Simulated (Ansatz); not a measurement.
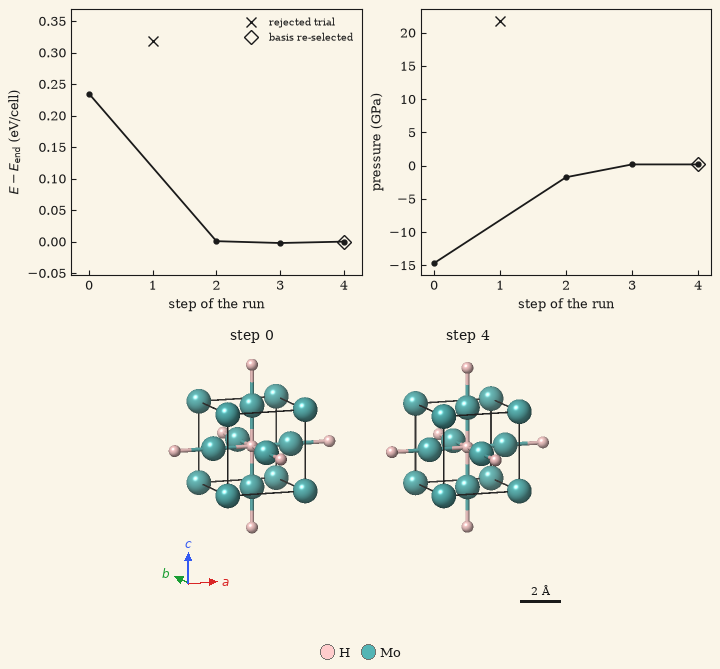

First and last geometry of a relaxation of a crystal of Mo₄H (a generated structure, set up in Pm-3m) (coarse preliminary run), with the history of the run. A ball-and-stick model of the cell of the calculation, seen slightly off an axis.

Computed with Ansatz 0.2.0, DFT PBE, scalar-relativistic, plane waves, PAW.

The input:
```yaml
crystal:
  lattice:
    - [4.14227352, 0.0, 0.0]
    - [0.0, 4.14227352, 0.0]
    - [0.0, 0.0, 4.14227352]
  atoms:
    - { symbol: H, position: [0.5, 0.5, 0.5] }
    - { symbol: Mo, position: [0.0, 0.5, 0.5] }
    - { symbol: Mo, position: [0.5, 0.5, 0.0] }
    - { symbol: Mo, position: [0.5, 0.0, 0.5] }
    - { symbol: Mo, position: [0.0, 0.0, 0.0] }
basis:
  ecutwfc: 420
kpoints:
  mp_grid: { grid: [4, 4, 4] }
hamiltonian:
  xc: pbe
scf:
  occupations: { method: gaussian, width: 0.1 }
  lower_state_search: "off"
output:
  forces: true
  stress: true
  eigenvalues: true
relax:
  adjacent_minimum: "off"
  f_tol: 0.04
  max_steps: 70
  cell: { stress_tol: 0.4 }
```

Run as
```bash
ansatz run input.yaml --threads 1 --pin off --max-ram 2048MiB --backend cpu --events-out ev --progress --plain --runs-dir out
```

Q: Did the run converge, and what did it change?

A: It converged. The atoms keep their places relative to the cell (all moves are under 0.005 Å). Cell: a = b = c 4.142 → 4.045 Å (−2.3 %). Volume −6.9 %. Near-neighbour distances that change, for instance: Mo2–Mo3 2.929 → 2.860 Å, H1–Mo2 2.071 → 2.022 Å. The space group stays Pm-3m (No. 221). The energy falls by 0.235 eV per cell of the calculation in 2 accepted moves (4 points after the start). All forces vanish by symmetry, so only the cell relaxes. The pressure goes from −14.68 to 0.18 GPa. The line search rejected the trial step at point 1 of the run. The SCF was repeated once at an unchanged geometry on a basis and grid sized afresh for the cell, which shifted the energy by 2.2 meV per cell of the calculation at most.

Limits of the set-up: the k-point mesh is coarse for a cell with partly filled bands.
